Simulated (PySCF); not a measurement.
Si(Vi)(NH2)2(NMe2), C₄H₁₃N₃Si, SMILES C=C[Si](N)(N)N(C)C at its GFN2-xTB optimised geometry (Å):

```
21

C     -0.0557     2.2392     0.1221
C     -0.8538     1.1925     0.0000
Si    -0.3021    -0.6129     0.0000
N     -0.9146    -1.5549    -1.3312
N      1.4326    -0.6129     0.0000
N     -0.9988    -1.3658     1.3842
C     -1.0611    -0.6869     2.6521
C     -1.0344    -2.7980     1.5267
H      1.0064     2.1195     0.2572
H     -0.4177     3.2574     0.1037
H     -1.9148     1.3753    -0.1280
H     -0.5802    -1.3222    -2.2521
H     -1.9083    -1.7145    -1.3697
H      1.9148    -0.1156    -0.7307
H      1.8960    -1.4914     0.1699
H     -0.2089    -0.9424     3.2949
H     -1.9791    -0.9672     3.1794
H     -1.0603     0.3874     2.4899
H     -0.9878    -3.2574     0.5444
H     -1.9632    -3.1014     2.0210
H     -0.1945    -3.1677     2.1297
```

Calculation: PySCF with PBE0/def2-SVP. Cells within 0.4 Å of a nucleus heavier than hydrogen are left out (blank, or x).

Map of the log10 of the electron density (e/bohr³), floored at −4 on the plane z = 0.0 Å:

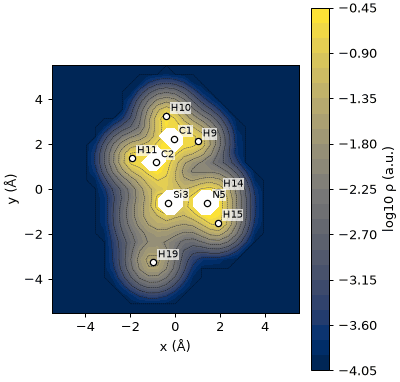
Log10 of the electron density (e/bohr³), floored at −4 on the plane z = 0.0 Å.
